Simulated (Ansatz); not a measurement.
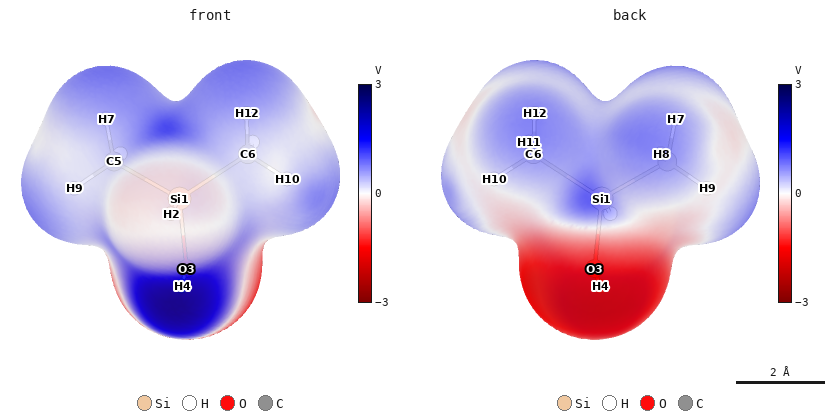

The picture shows: C2H8OSi. The molecular electrostatic potential painted on the density surface at 0.002 e/bohr³, seen from the front and from behind; red is negative and blue positive.

Not at a stationary point (largest force 1.4 eV/Å).

These are results of RKS PBE0/6-31G* in Ansatz 0.2.0, not measurements.

```xyz
12

Si    0.0769   -0.3405   -0.3378
H     0.8224   -0.5466   -1.5630
O    -0.6122   -1.8676   -0.3518
H    -0.1870   -2.1675   -1.1696
C     1.1891   -0.0626    1.1399
C    -1.1888    1.0288   -0.4955
H     1.7611    0.8681    1.0339
H     0.6009    0.0149    2.0623
H     1.9006   -0.8859    1.2644
H    -1.9357    0.7895   -1.2615
H    -1.7182    1.1915    0.4527
H    -0.7092    1.9778   -0.7738
```

Question: Where is the surface potential most negative and most positive?

Answer: The most negative region (about −1.8 V) lies over O3, the most positive (about +2.2 V) over H4. O3 is the likeliest acceptor of a hydrogen bond.
